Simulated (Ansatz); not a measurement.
Consider SiW.

The calculation's input:

```
crystal:
  lattice:
    - [3.1029508227, 0.0, 0.0]
    - [0.0, 3.1029508227, 0.0]
    - [0.0, 0.0, 3.0570944066]
  atoms:
    - { symbol: W, position: [0.0, 0.0, 0.0] }
    - { symbol: Si, position: [0.5, 0.5, 0.5] }
kpoints:
  mp_grid: { grid: [11, 11, 11] }
scf:
  occupations: { method: fermi_dirac, width: 0.03 }
hamiltonian:
  xc: pbe
  pseudopotentials: { kind: paw }
output:
  forces: true
  stress: true
  eigenvalues: true
  efg: { contact_densities: true }
  write_density: true
  write_potential: true
  elf: true
  volumetric_format: npy
```

Launched as:

```sh
ansatz run input.yaml --threads 1 --pin off --max-ram 2048MiB --backend cpu --events-out ev --progress --plain --runs-dir out
```

Below, planes, directions and counts refer to the conventional cell (a = 3.10 Å, b = 3.10 Å, c = 3.06 Å, α = 90.00°, β = 90.00°, γ = 90.00°).

Space group P4/mmm; computed pressure about −6 GPa in this cell.

All numbers below come from DFT, PBE, PAW with Ansatz's default frozen-core files, scalar-relativistic in Ansatz 0.2.0.

Question: What can the converged valence pseudo-density and electron localisation function tell about the bonding?

Answer: Si–W (2.67 Å): ρ at the midpoint is about 0.37 e/Å³; the ELF peaks at about 0.70 in the valence shell of Si, 0.9 Å from its nucleus, and is about 0.45 at the midpoint.

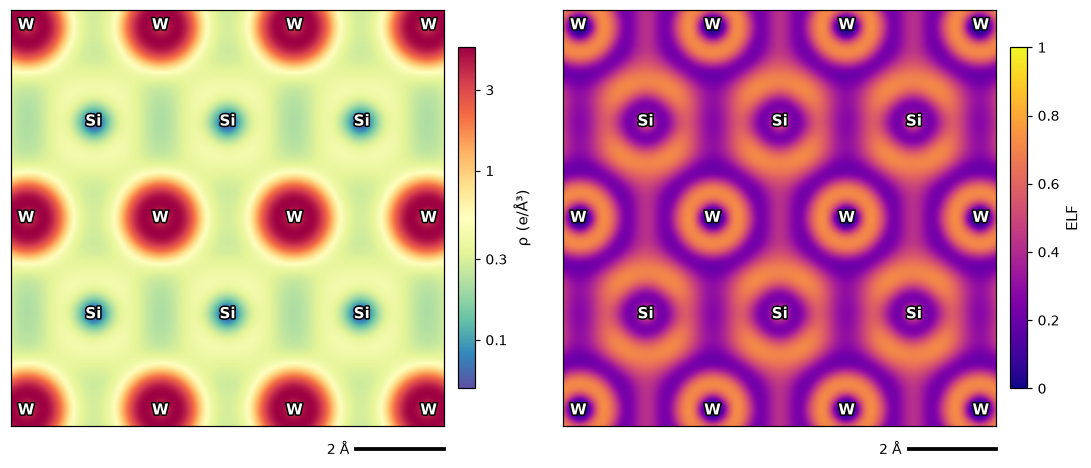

Computed valence pseudo-density and electron localisation function on the (110) plane of the conventional cell, in this order. 

The density is the valence pseudo-density of a PAW calculation; it isn't the true density close to the nuclei.
